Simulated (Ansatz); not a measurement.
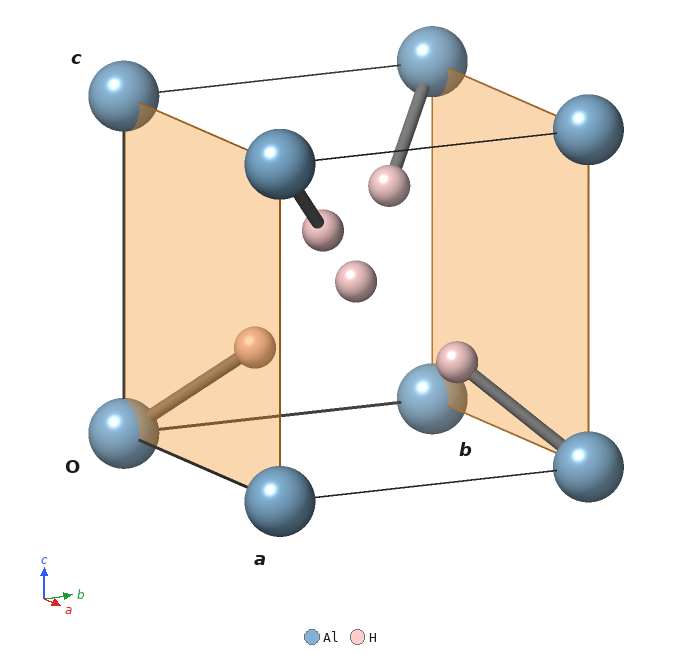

Every member of one family of equally spaced planes, hx + ky + lz = a whole number, that cuts the unit cell is shaded (one member passes through the origin O). Crystal: AlH5, coordinates from a relaxation with DFT PBE, scalar-relativistic, plane waves, PAW (Ansatz); the starting structure was generated, so it need not be a known form of this composition. The drawing is computed from the coordinates (standard cell, symmetry found to 0.002 Å).

a = 3.446 Å, b = 3.446 Å, c = 3.446 Å, α = 90.00°, β = 90.00°, γ = 90.00°.

What are the Miller indices?

Answer. (0 1 0); the opposite sign names the same planes. The member next to the origin meets the axes a never, b at 1, c never.

What is the spacing?

Answer. d = 3.446 Å.

Which atoms of the cell lie in these planes (within 0.03 Å)?

Answer. The Al atom.

The space group is P-43m, No. 215. How many reflections hkl are equivalent to this one (itself included), and does it occur?

Answer. 6 reflections are equivalent in the Laue class m-3m. The space group allows the reflection.
